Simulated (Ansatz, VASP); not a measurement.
# Cross-check of InP between VASP and Ansatz

Aim: how closely do two programs agree when they are given the same cell, functional and k mesh?

Method: plane waves, with VASP 6.6.1 beside it; relaxation of cell and atoms at LDA, in Ansatz 0.2.0.

The database entry behind the starting cell differs from later determinations by our own check (0.1 to 0.3 % short, probably kX units), so it need not match the best structure at ambient conditions.

## (1) The starting structure

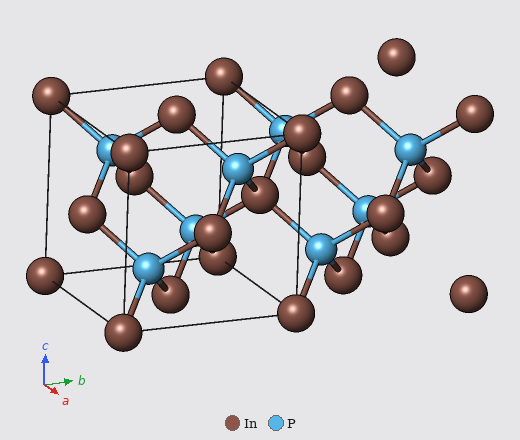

Start, viewed slightly off an axis; indium brown, phosphorus blue. 1×2×1 cells are drawn. This picture shows the conventional cell, with its axes. Bonds to atoms that aren't drawn are left out. Some periodic images of atoms are drawn too.

## (2) Ansatz: relaxation of cell and atoms, LDA

Ansatz runs on its default PAW (the set named soft_2) files.

The relaxed volume is the usual yardstick between codes: its relative difference is about their pressure difference at one cell divided by the bulk modulus.

Input file input.yaml:

```yaml
crystal:
  lattice:
    - [0.0, 2.9305, 2.9305]
    - [2.9305, 0.0, 2.9305]
    - [2.9305, 2.9305, 0.0]
  atoms:
    - { symbol: In, position: [0.0, 0.0, 0.0] }
    - { symbol: P, position: [0.25, 0.25, 0.25] }
hamiltonian:
  xc: lda
  pseudopotentials: { kind: paw }
kpoints:
  mp_grid: { grid: [7, 7, 7] }
scf:
  occupations: { method: fermi_dirac, width: 0.05 }
relax:
  f_tol: 0.01
  max_steps: 60
  cell: { stress_tol: 0.05 }
output:
  forces: true
  stress: true
```

The run is started by

```
$ ansatz run input.yaml --threads 4 --pin off --max-ram 9216MiB --backend cpu --events-out ev --progress --plain --runs-dir out
```

Numbers of over 12 decimals in the logs are rounded to 6 here.

The program printed:

```text
Engine: ansatz 0.2.0, x86_64-unknown-linux-gnu
Pseudopotentials: kind: paw
Pseudopotential: In, paw, valence charge 13, recommended cutoff 420 eV (normal), In.paw.azcp
Pseudopotential: P, paw, valence charge 5, recommended cutoff 420 eV (normal), P.paw.azcp
Functional definition: SPW92
  exchange = slater_x
  correlation = pw_c
Crystal: 2 atoms, lattice volume = 50.333 Å³
Basis set: ecut = 420 eV, 941 PW (Γ)
Bands: 13, of which v1, the nominal top of the filled ones, is band 9 counted from 1 (8 counted from 0)
Symmetry: 24 space group operations
Space group: F-43m (ITA 216), of the structure as read, at distance tolerance 3.7e-5 Å
k-points: 20 of 343 (time reversal used)
Non-local potential: In, projectors of the file, l = 0: 2, l = 1: 2, l = 2: 2, l = 3: 2
Non-local potential: P, projectors of the file, l = 0: 2, l = 1: 2, l = 2: 2
PAW form: soft (Blöchl's): semilocal exchange-correlation on the pseudo side does not see the compensation charge
PAW frozen core: In, regenerated for the run's functional, and the local potential with it (the file was generated under x = pbe(κ = 0.804, μ = 0.219515), c = pbe(β = 0.066725))
PAW frozen core: P, regenerated for the run's functional, and the local potential with it (the file was generated under x = pbe(κ = 0.804, μ = 0.219515), c = pbe(β = 0.066725))
PAW one-centre angular grid: In, 590 points (default); XC on 64 Gauss nodes
PAW one-centre angular grid: P, 110 points (default); XC on 64 Gauss nodes
Initial density: superposition of atomic densities (neutral atoms: chi_scale 0, normalization atom), corrected by the library's trained network
Initial wavefunctions: pseudopotential atomic-orbital guess
Functional: x = slater, c = lda
SCF iter   1: F=—  HF=-6183.556277 eV  |F-HF|=—  |Δ(HF+E_count)|=         —  Δρ=8.08e-3  dr2=3.47e-2  ethr=1.77e-3  ⟨swp⟩=6.3  Hψ=1775  notcnv=0
preconditioner: auto → none  [insulator: Δε(μ)=0.419 eV  Ē_g=14.575 eV  σ=0.050 eV  W_gap=0.97  n_scr=14 (ndim 8)  ℏωp=22.2 eV  f_vac=0.021  D(μ)=0.01/eV (n_scr^D=0)  ε∞_Penn≈3.3]
SCF iter   2: F=—  HF=-6183.544354 eV  |F-HF|=—  |Δ(HF+E_count)|=   1.19e-2  Δρ=2.72e-3  dr2=2.11e-3  ethr=1.93e-4  ⟨swp⟩=2.9  Hψ=568  notcnv=0
SCF iter   3: F=—  HF=-6183.543823 eV  |F-HF|=—  |Δ(HF+E_count)|=   5.31e-4  Δρ=8.41e-4  dr2=3.73e-4  ethr=1.17e-5  ⟨swp⟩=2.0  Hψ=473  notcnv=0
SCF iter   4: F=—  HF=-6183.543730 eV  |F-HF|=—  |Δ(HF+E_count)|=   9.25e-5  Δρ=2.79e-4  dr2=2.37e-5  ethr=2.07e-6  ⟨swp⟩=2.9  Hψ=451  notcnv=0
SCF iter   5: F=—  HF=-6183.543725 eV  |F-HF|=—  |Δ(HF+E_count)|=   5.16e-6  Δρ=2.04e-5  dr2=2.05e-7  ethr=1.32e-7  ⟨swp⟩=2.2  Hψ=355  notcnv=0
SCF iter   6: F=-6183.543725 eV  HF=-6183.543725 eV  |F-HF|=1.94e-9  |Δ(HF+E_count)|=   7.55e-9  Δρ=3.02e-6  dr2=3.51e-9  ethr=5.56e-10  ⟨swp⟩=5.0  Hψ=927  notcnv=0
SCF 1 converged in 6 iterations: F = -6183.543725 eV  dr2 = 3.51e-9
  greatest PAW one-centre occupation: 0.982 electrons in one spin orbital (limit 2), on the In atom at site 0 (counted from 0), in its partial waves of l = 2
relax step   1: F+E_penalty+E_count = -6183.54372490 eV  Δ(F+E_penalty+E_count) = +0.000e0 eV  max|allowed force component| = 2.405e-16 eV/Å  Δτ_max = 0.0000 Å  P = -1.211 GPa  Ω = 50.333 Å³  (6 SCF iters, dr2 threshold 1.00e-7 eV, accepted)
[...]
relax step   2: F+E_penalty+E_count = -6183.54725663 eV  Δ(F+E_penalty+E_count) = -3.532e-3 eV  max|allowed force component| = 8.327e-17 eV/Å  Δτ_max = 0.0000 Å  P = +0.198 GPa  Ω = 49.316 Å³  energy of the carried Pulay correction = +2.294e-4 eV  (5 SCF iters, dr2 threshold 2.00e-7 eV, accepted)
[...]
relax step   3: F+E_penalty+E_count = -6183.54730862 eV  Δ(F+E_penalty+E_count) = -5.198e-5 eV  max|allowed force component| = 7.401e-17 eV/Å  Δτ_max = 0.0000 Å  P = -0.007 GPa  Ω = 49.457 Å³  energy of the carried Pulay correction = +1.974e-4 eV  (4 SCF iters, dr2 threshold 9.84e-8 eV, accepted)
[...]
relax step   4: F+E_penalty+E_count = -6183.54712649 eV  Δ(F+E_penalty+E_count) = +1.821e-4 eV  max|allowed force component| = 4.626e-17 eV/Å  Δτ_max = 0.0000 Å  P = -0.008 GPa  Ω = 49.457 Å³  stress off target by 8.50e-3 GPa  SCF on the basis re-selected at this cell (its energy is not comparable with the rows above)  (5 SCF iters)
basis re-selected at this cell: Δ(F+E_penalty+E_count) = +1.821e-4 eV, ΔP = -0.002 GPa vs the last step (what re-selecting the basis moved, of the pressure what is left beyond the Pulay correction that the steps carried, after the strain that the cell walked since its last selection, with what the two solves' SCF thresholds leave and, on support functions, any second-order correction that the steps lacked; it is no m [...]
SCF converged after 5 iterations
Free energy (F): -6183.547126 eV
Harris-Foulkes:  -6183.547126 eV  (|F-HF|=1.00e-11)
Internal energy: -6183.547104 eV  (E = F + TS)
E sigma→0 (E₀):  -6183.547115 eV
Entropy (-TS):   -0.000022 eV (-0.011 meV/atom)
Fermi energy:    7.287278 eV
--- Per-component energies (eV) ---
  E_band       = -53.661819
  E_kinetic    = 314.970980
  E_local      = -1392.188885  (includes V_loc(G=0)·N_el)
  E_nonlocal   = 405.768034
  E_hartree    = 546.362041
  E_xc         = -274.598105
  E_vxc        = -161.882594  (∫ρ·V_xc dr)
  E_paw        = -4556.385017  (= ΣΔE_a)
  E_vpaw       = -313.053543  (= ΣTr[D̂ρ^β])
  E_aug_tail   = 0.000029  (compensation charges beyond the density's cutoff)
  E_ewald      = -1227.878069
  E_core_change = 0.401888  (= ΣΔE_core)
  E_smearing   = -0.000022  (= −TS)
  E_closure    = 0.000000  (closes the sum)
  Σ components = -6183.547126   (vs F -6183.547126, Δ=0.00e0)
--- Forces (eV/Å), atoms counted from 1 ---
  atom   1  In     0.00000000     0.00000000    -0.00000000
  atom   2  P     -0.00000000    -0.00000000     0.00000000
  max |Σ_I F_I| component: 2.31e-17 eV/Å
--- Stress (GPa, compression-positive) ---
       -0.008498      -0.000000       0.000000
       -0.000000      -0.008498       0.000000
       -0.000000       0.000000      -0.008498
  P = ⅓ Tr σ = -0.0085 GPa (-0.085 kbar)
--- Relaxed structure (3 steps of the walk, 3 accepted, 1 SCFs on fresh bases) ---
  F+E_penalty+E_count = -6183.54712649 eV   max|allowed force component| = 4.626e-17 eV/Å   (the final SCF, on the basis selected at the relaxed cell)
  cell:  # Å, volume = 49.4567 Å³
    - [0, 2.913388, 2.913388]
    - [2.913388, 0, 2.913388]
    - [2.913388, 2.913388, 0]
  atoms:
    - { symbol: In, position: [0, 0, 0] }
    - { symbol: P, position: [0.25, 0.25, 0.25] }
```

Elapsed: 5.3 s, on 4 threads of AMD EPYC 9R14 (Zen 4), shared host; peak memory 0.44 GiB; 4 s of CPU time.

## (3) VASP: relaxation of cell and atoms, LDA

The same cell, functional (in two slightly different forms), mesh and smearing now go to VASP, with its own data sets and cutoff.

Lines of VASP's logs that name or quote its potential files are left out, and so is its time.

Input file INCAR:

```
SYSTEM = InP
PREC = Accurate
ENCUT = 520
EDIFF = 1E-06
NELM = 100
ISMEAR = -1
SIGMA = 0.05
LREAL = .FALSE.
ALGO = Normal
GGA = CA
NBANDS = 15
LORBIT = 11
LWAVE = .FALSE.
LCHARG = .FALSE.
KPAR = 2
IBRION = 2
NSW = 60
ISIF = 3
EDIFFG = -0.01
```

Input file POSCAR:

```
InP
1.0
    0.0000000000      2.9305000000      2.9305000000
    2.9305000000      0.0000000000      2.9305000000
    2.9305000000      2.9305000000      0.0000000000
In P
1 1
Direct
    0.0000000000      0.0000000000      0.0000000000
    0.2500000000      0.2500000000      0.2500000000
```

Input file KPOINTS:

```
Automatic mesh
0
Gamma
7 7 7
0 0 0
```

PAW data sets: In_d and P (PBE family, release 64).

The run is started by

```
$ mpirun -np 2 vasp_std
```

The program printed:

```text
[banner, memory and clock lines left out]
running    2 mpi-ranks, on    1 nodes
 distrk:  each k-point on    1 cores,    2 groups
 distr:  one band on    1 cores,    1 groups

 POSCAR found type information on POSCAR InP
 POSCAR found :  2 types and       2 ions
|                                                                             |
|               ----> ADVICE to this user running VASP <----                  |
|                                                                             |
|     You enforced a specific xc type in the INCAR file but a different       |
|     [... a line on the potential file left out ...]
|     I HOPE YOU KNOW WHAT YOU ARE DOING!                                     |
|                                                                             |

 LDA part: xc-table for (Slater(with rela. corr.)+CA(PZ))
 , standard interpolation
 POSCAR, INCAR and KPOINTS ok, starting setup
 FFT: planning ... GRIDC
 FFT: planning ... GRID_SOFT
 FFT: planning ... GRID
 WAVECAR not read
 entering main loop
       N       E                     dE             d eps       ncg     rms          rms(c)
DAV:   1     0.113411622841E+03    0.11341E+03   -0.86372E+03   600   0.133E+03
DAV:   2    -0.244014019170E+01   -0.11585E+03   -0.11092E+03   649   0.305E+02
DAV:   3    -0.996905122075E+01   -0.75289E+01   -0.74852E+01   817   0.798E+01
DAV:   4    -0.101695778800E+02   -0.20053E+00   -0.20047E+00   732   0.141E+01
DAV:   5    -0.101769586269E+02   -0.73807E-02   -0.73806E-02   949   0.227E+00    0.542E+00
DAV:   6    -0.975638413250E+01    0.42057E+00   -0.71293E-01   942   0.165E+01    0.298E+00
DAV:   7    -0.971798423571E+01    0.38400E-01   -0.15105E-01   828   0.385E+00    0.953E-01
DAV:   8    -0.971286435256E+01    0.51199E-02   -0.14632E-02   786   0.140E+00    0.436E-01
DAV:   9    -0.971254684703E+01    0.31751E-03   -0.16560E-03   817   0.492E-01    0.170E-01
DAV:  10    -0.971254811345E+01   -0.12664E-05   -0.16930E-04   812   0.956E-02    0.112E-01
DAV:  11    -0.971255313845E+01   -0.50250E-05   -0.19888E-05   862   0.627E-02    0.540E-02
DAV:  12    -0.971255220758E+01    0.93087E-06   -0.33177E-06   789   0.233E-02
   1 F= -.97125522E+01 E0= -.97125327E+01  d E =-.971255E+01
 curvature:   0.00 expect dE= 0.000E+00 dE for cont linesearch  0.000E+00
 trial: gam= 0.00000 g(F)=  0.745E-48 g(S)=  0.767E-02 ort = 0.000E+00 (trialstep = 0.100E+01)
 search vector abs. value=  0.767E-02
 bond charge predicted
       N       E                     dE             d eps       ncg     rms          rms(c)
DAV:   1    -0.980811361159E+01   -0.95560E-01   -0.20928E+00   747   0.287E+01    0.210E+00
DAV:   2    -0.972673082874E+01    0.81383E-01   -0.16403E-01   754   0.102E+01    0.672E-01
DAV:   3    -0.971449351437E+01    0.12237E-01   -0.32648E-02   782   0.403E+00    0.449E-01
DAV:   4    -0.971442578615E+01    0.67728E-04   -0.19521E-03   621   0.409E-01    0.327E-01
DAV:   5    -0.971412862227E+01    0.29716E-03   -0.19058E-04   826   0.151E-01    0.121E-01
DAV:   6    -0.971410375510E+01    0.24867E-04   -0.52688E-05   942   0.954E-02    0.267E-02
DAV:   7    -0.971410353380E+01    0.22129E-06   -0.63911E-06   701   0.296E-02
   2 F= -.97141035E+01 E0= -.97140970E+01  d E =-.155133E-02
 trial-energy change:   -0.001551  1 .order   -0.001620   -0.007672    0.004432
 step:   0.6259(harm=  0.6339)  dis= 0.00000  next Energy=    -9.714936 (dE=-0.238E-02)
 bond charge predicted
       N       E                     dE             d eps       ncg     rms          rms(c)
DAV:   1    -0.972795605297E+01   -0.13852E-01   -0.30228E-01   754   0.113E+01    0.751E-01
DAV:   2    -0.971681373300E+01    0.11142E-01   -0.21941E-02   754   0.353E+00    0.257E-01
DAV:   3    -0.971501163957E+01    0.18021E-02   -0.50782E-03   782   0.157E+00    0.160E-01
DAV:   4    -0.971501377005E+01   -0.21305E-05   -0.30359E-04   628   0.162E-01    0.124E-01
DAV:   5    -0.971496761106E+01    0.46159E-04   -0.28002E-05   746   0.563E-02    0.539E-02
DAV:   6    -0.971496111048E+01    0.65006E-05   -0.94194E-06   907   0.365E-02    0.108E-02
DAV:   7    -0.971496105769E+01    0.52789E-07   -0.10165E-06   433   0.165E-02
   3 F= -.97149611E+01 E0= -.97149512E+01  d E =-.240885E-02
 curvature:  -0.32 expect dE=-0.537E-06 dE for cont linesearch -0.537E-06
 trial: gam= 0.00000 g(F)=  0.324E-48 g(S)=  0.169E-05 ort =-0.114E-03 (trialstep = 0.925E+00)
 search vector abs. value=  0.169E-05
 reached required accuracy - stopping structural energy minimisation
```

Parts of OUTCAR (step 3):

```text
ion  position               nearest neighbor table
   1  0.000  0.000  0.000-   2 2.54   2 2.54   2 2.54   2 2.54
   2  0.250  0.250  0.250-   1 2.54   1 2.54   1 2.54   1 2.54

  LATTYP: Found a face centered cubic cell.
 ALAT       =     5.8610000000

 Subroutine GETGRP returns: Found 24 space group operations
 (whereof 24 operations were pure point group operations)

The static configuration has the point symmetry T_d .

 Found     20 irreducible k-points:

   k-points           NKPTS =     20   k-points in BZ     NKDIM =     20   number of bands    NBANDS=     15

   dimension x,y,z NGX =    32 NGY =   32 NGZ =   32
   dimension x,y,z NGXF=    64 NGYF=   64 NGZF=   64

   ENCUT  =  520.0 eV  38.22 Ry    6.18 a.u.   7.71  7.71  7.71*2*pi/ulx,y,z

   NELECT =      18.0000    total number of electrons

 k-points in reciprocal lattice and weights: Automatic mesh
   0.00000000  0.00000000  0.00000000       0.003
   0.14285714  0.00000000  0.00000000       0.023
   0.28571429  0.00000000  0.00000000       0.023
   0.42857143  0.00000000  0.00000000       0.023
   0.14285714  0.14285714  0.00000000       0.017
   0.28571429  0.14285714  0.00000000       0.070
   0.42857143  0.14285714  0.00000000       0.070
  -0.42857143  0.14285714  0.00000000       0.070
  -0.28571429  0.14285714  0.00000000       0.070
[...]
-0.42857143  0.42857143  0.14285714       0.070
  -0.28571429  0.42857143  0.14285714       0.070

 average (electrostatic) potential at core
       1 -95.3668       2 -82.5561

 E-fermi :   5.4482

 k-point     1 :       0.0000    0.0000    0.0000
  band No.  band energies     occupation
    ...
      5      -8.8979      2.00000
      6      -6.5331      2.00000
      7       5.1246      1.99691
      8       5.1246      1.99691
      9       5.1246      1.99691
     10       5.7146      0.00966
     11       9.0947      0.00000
     12       9.0947      0.00000
     13       9.0947      0.00000
     14      13.4655      0.00000
    ...

 k-point     2 :       0.1429    0.0000    0.0000
  band No.  band energies     occupation
    ...
      5      -8.8977      2.00000
      6      -6.2927      2.00000
      7       3.2404      2.00000
      8       4.8759      1.99998
      9       4.8759      1.99998
     10       6.7563      0.00000
     11       9.3443      0.00000
     12       9.4538      0.00000
     13       9.4538      0.00000
     14      13.8349      0.00000
    ...

 k-point     3 :       0.2857    0.0000    0.0000
  band No.  band energies     occupation
    ...
      5      -8.8935      2.00000
      6      -5.6369      2.00000
      7       1.0565      2.00000
      8       4.4333      2.00000
      9       4.4333      2.00000
     10       6.7301      0.00000
     11       9.8761      0.00000
     12       9.8761      0.00000
     13      10.7510      0.00000
     14      13.8515      0.00000
    ...

  Total        0.0048390      0.0048390      0.0048390      0.0000000      0.0000000     -0.0000000
  in kB        0.1563251      0.1563251      0.1563251      0.0000000      0.0000000     -0.0000000
  external PRESSURE =       0.1563251 kB  Pullay stress =       0.0000000 kB

  energy-cutoff  :      520.00
  volume of cell :       49.59
      direct lattice vectors                 reciprocal lattice vectors
     0.000000000  2.916094745  2.916094745    -0.171462193  0.171462193  0.171462193
     2.916094745 -0.000000000  2.916094745     0.171462193 -0.171462193  0.171462193
     2.916094745  2.916094745  0.000000000     0.171462193  0.171462193 -0.171462193

 POSITION                                       TOTAL-FORCE (eV/Angst)
 -----------------------------------------------------------------------------------
      0.00000      0.00000      0.00000         0.000000      0.000000     -0.000000
      1.45805      1.45805      1.45805        -0.000000     -0.000000      0.000000
 -----------------------------------------------------------------------------------
    total drift:                                0.000000      0.000000      0.000000

  FREE ENERGIE OF THE ION-ELECTRON SYSTEM (eV)
  ---------------------------------------------------
  free  energy   TOTEN  =        -9.7149610577 eV

  energy  without entropy=       -9.7149413287  energy(sigma->0) =       -9.71495119

 reached required accuracy - stopping structural energy minimisation

 total charge
# of ion       s       p       d       tot
------------------------------------------
    1        0.840   0.802   9.907  11.548
    2        1.025   1.480   0.000   2.505
--------------------------------------------------
tot          1.865   2.282   9.907  14.053

[... 3 further parts left out ...]
```

CONTCAR:

```
InP
   1.00000000000000
     0.0000000000000000    2.9160947454871815    2.9160947454871815
     2.9160947454871815   -0.0000000000000000    2.9160947454871815
     2.9160947454871815    2.9160947454871815    0.0000000000000000
  In              P
     1     1
Direct
     0.0000000000000000    0.0000000000000000    0.0000000000000000
     0.2500000000000000    0.2500000000000000    0.2500000000000000
```

## (4) Side by side

Known differences besides the PAW data sets themselves: the two LDA forms differ slightly; both relaxations stop at a tolerance, which leaves soft axes loose, and VASP keeps its plane-wave basis; the cutoff is 420 eV in Ansatz and 520 eV in VASP; Ansatz makes its cores anew for this functional, VASP keeps those of its PBE data sets; Ansatz adds a Pulay correction to the stress that steers its cell, VASP none. Total energies have different zeros and are not compared.

Compared:

```
                                         quantity  Ansatz   VASP  difference
                                      volume (Å³)   49.46  49.59     -0.28 %
edge a after relaxation, in the typed setting (Å)   4.120  4.124     -0.09 %
```

The walks stopped with -0.01 GPa left in Ansatz and 0.02 GPa in VASP; each walk ends within a tolerance, so the volume difference is uncertain by about these residues over the bulk modulus, most in soft cells.

## (5) Outcome

- difference in volume (relaxation of cell and atoms, LDA): -0.28 %

What this shows: The difference in volume is -0.28 % (relaxation of cell and atoms, LDA), within the 1.2 % picked in this series as the mark of a large difference, as far as the stopping tolerances let one tell. How closely two codes agree says nothing of how well the functional describes the real material.

[Lines on the potential files, build, host, timing and source positions are cut from VASP's logs without a mark.]

[Logs are printed without paths, hosts, clocks, repeated set-up lines and the standing remarks that a program may print on its own settings, such as how far it seeks lower states.]

[Hosts, paths, dates, database ids (printed as entryN), source tags and the programs' standing remarks are cut or masked in the printed files.]
